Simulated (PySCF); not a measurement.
## A study: C$_{8}$H$_{8}$, triplet, SMILES `[CH2]c1cccc([CH2])c1`

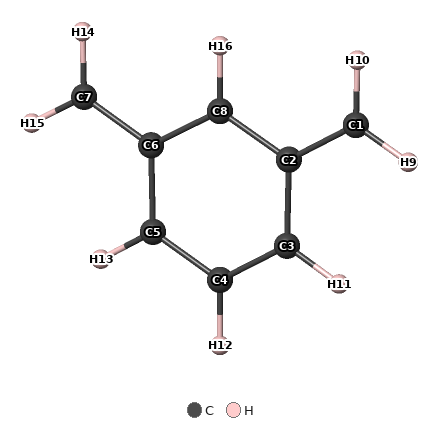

The molecule, with its atoms numbered as below. No frequency check shows the geometry to be a minimum.

Geometry (Å), atoms numbered from 1:

```
C1      -2.4366   -1.0230    0.0000
C2      -1.2352   -0.3384    0.0000
C3      -1.2015    1.0881    0.0000
C4      -0.0001    1.7659    0.0000
C5       1.2015    1.0881    0.0000
C6       1.2352   -0.3384    0.0000
C7       2.4366   -1.0229    0.0000
C8       0.0001   -1.0208    0.0000
H9      -3.3754   -0.4997    0.0000
H10     -2.4651   -2.0974    0.0000
H11     -2.1363    1.6279    0.0000
H12     -0.0001    2.8471    0.0000
H13      2.1363    1.6279    0.0000
H14      2.4652   -2.0973    0.0000
H15      3.3754   -0.4996    0.0000
H16     -0.0001   -2.1010    0.0000
```

### 1. Bonding charge

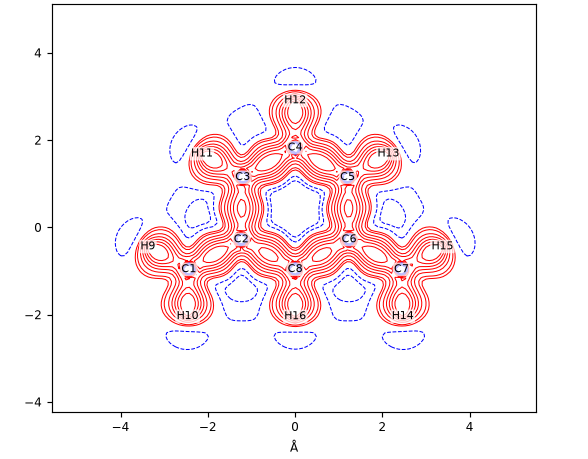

Deformation density (molecule less spherical, spin-averaged free atoms) in the molecular plane; contours at ±0.05 to ±0.8 e/Å³; solid red lines: gain, dashed blue lines: loss.

Level of theory: HF/cc-pVDZ (PySCF), at a geometry from GFN2-xTB. The stability of the open-shell solution wasn't checked. GFN2-xTB doesn't know the spin state, so this open-shell geometry is rough.

**How much density has each bond in this plane gained at its critical point, relative to the free atoms?**

C3–C4 and C4–C5: +0.71 e/Å³ at the bond critical point (bond length 1.38 Å, Mayer order 1.4). C1–C2 and C6–C7: +0.70 e/Å³ at the bond critical point (bond length 1.38 Å, Mayer order 1.4). C1–H9 and C7–H15: +0.69 e/Å³ at the bond critical point (bond length 1.07 Å, Mayer order 1.0). C1–H10 and C7–H14: +0.69 e/Å³ at the bond critical point (bond length 1.07 Å, Mayer order 1.0). C3–H11 and C5–H13: +0.69 e/Å³ at the bond critical point (bond length 1.08 Å, Mayer order 1.0). C4–H12: +0.69 e/Å³ at the bond critical point (bond length 1.08 Å, Mayer order 1.0). C8–H16: +0.69 e/Å³ at the bond critical point (bond length 1.08 Å, Mayer order 1.0). C6–C8 and C2–C8: +0.67 e/Å³ at the bond critical point (bond length 1.41 Å, Mayer order 1.2). C5–C6 and C2–C3: +0.65 e/Å³ at the bond critical point (bond length 1.43 Å, Mayer order 1.2). In all, 3.9 electrons gather in the regions of gain relative to the promolecule.

**Where do the Hirshfeld charges lie?**

The highest Hirshfeld charge is on H12 (+0.05 e), the lowest on C1 and C7 (−0.08 e).

### 2. Bond critical points

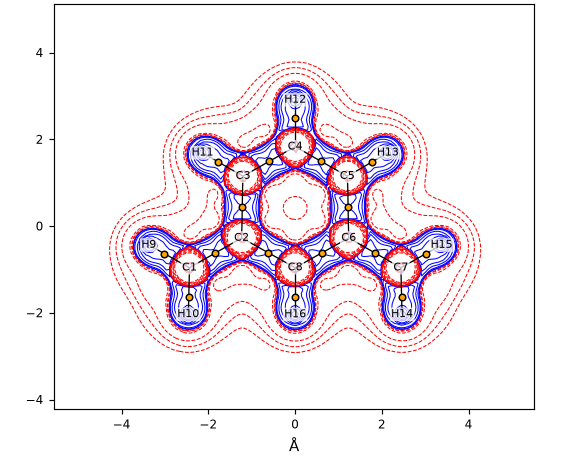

Negative Laplacian of the density (−∇²ρ) in the molecular plane (solid blue lines positive, dashed red lines negative, contours at ±0.02 to ±8 a.u.), with bond paths and bond critical points (dots).

**Sort the bonds in the plane by the sign of ∇²ρ at their critical points.**

Concentrated (∇²ρ < 0): C3–C4 and C4–C5 (−0.89 a.u.); C1–C2 and C6–C7 (−0.88 a.u.); C6–C8 and C2–C8 (−0.82 a.u.); C5–C6 and C2–C3 (−0.80 a.u.); C1–H9 and C7–H15 (−1.10 a.u.); C1–H10 and C7–H14 (−1.10 a.u.); C3–H11 and C5–H13 (−1.10 a.u.); C4–H12 (−1.10 a.u.); C8–H16 (−1.09 a.u.). At none is it depleted.

**Where along C1–H10 does the critical point lie?**

0.67 Å from C1 and 0.41 Å from H10.

### 3. Local ionisation energy

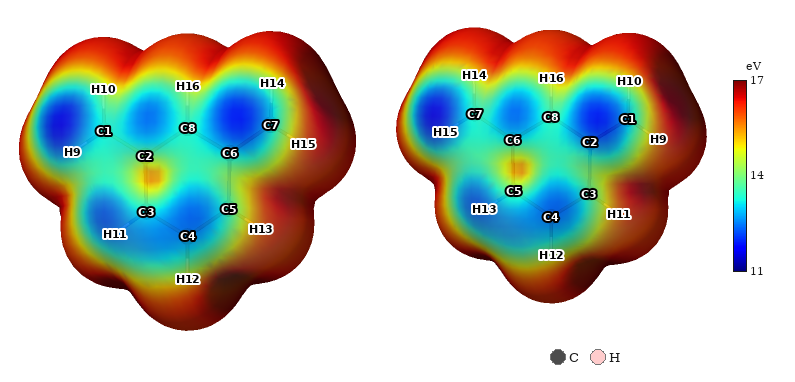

Average local ionisation energy on the surface of electron density 0.001 a.u. (back view left, front view right).

**Where are the most loosely bound electrons on this surface?**

The lowest value is 11.8 eV, off the molecular plane, over C1 (2.0 Å), and at like points elsewhere. Further minima include 12.4 eV, off the molecular plane, over C3 (2.0 Å), and at like points elsewhere. For comparison, the highest occupied orbital lies at −8.6 eV.

**What volume does the surface enclose, and what is the dipole moment?**

About 156 Å³; the dipole moment is 0.1 D.

### 4. Spin density

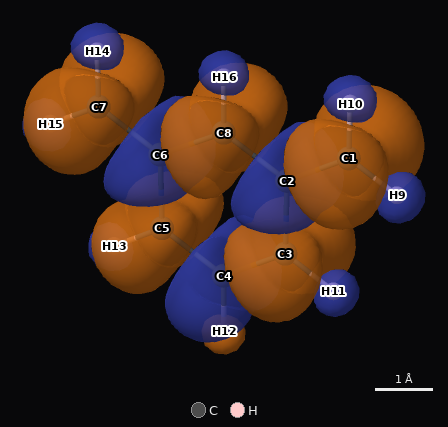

Spin density ρα − ρβ at ±0.02 e/Å³ (orange: excess α, blue: excess β).

**How is the spin shared among the atoms?**

Hirshfeld spin populations: C1 and C7 +0.61, C8 +0.46 and C3 and C5 +0.41. Spin polarisation leaves negative spin on C4 (−0.27) and C2 and C6 (−0.18). ⟨S²⟩ = 2.58, against 2.00 for a pure state. The picture also shows regions of β spin from spin polarisation; the Hirshfeld sums, whose atoms overlap, net them against the α spin of neighbours.

### 5. In an electric field

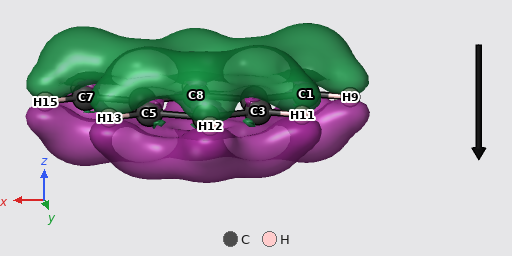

Change of the electron density in a uniform field of 0.51 V/Å along −z (arrow), surfaces at ±0.002 e/Å³ (green: gain, purple: loss).

Method: PBE/6-311G**; geometry: GFN2-xTB; program: PySCF. A basis without diffuse functions makes polarisabilities too small. The stability of the open-shell solution wasn't checked. GFN2-xTB doesn't know the spin state, so this open-shell geometry is rough.

**How large is the response?**

The induced dipole is 0.96 D (along the field); α along this axis, from the fields in both directions, is 38 bohr³ (5.6 Å³).

**Which atoms gain and lose the most charge?**

Hardly any: no atom's Hirshfeld charge changes by as much as 0.002 e. The density shifts from one side of each atom to the other; 0.115 electrons are displaced in all.
